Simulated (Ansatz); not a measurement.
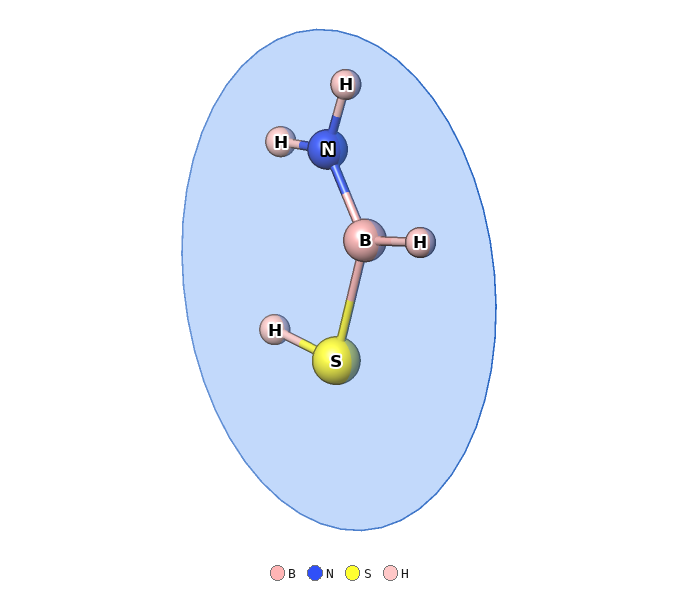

All proper rotation axes (lines) and mirror planes (discs) of the structure are drawn in. Atoms fade into the background with distance from the viewer. The geometry was computed by an optimisation with PBE0-D4/def2-TZVP.

> Name the symmetry elements and the point group.

It has 1 mirror plane. Point group Cs. The group has 2 operations. The geometry is achiral, and symmetry allows a dipole moment.
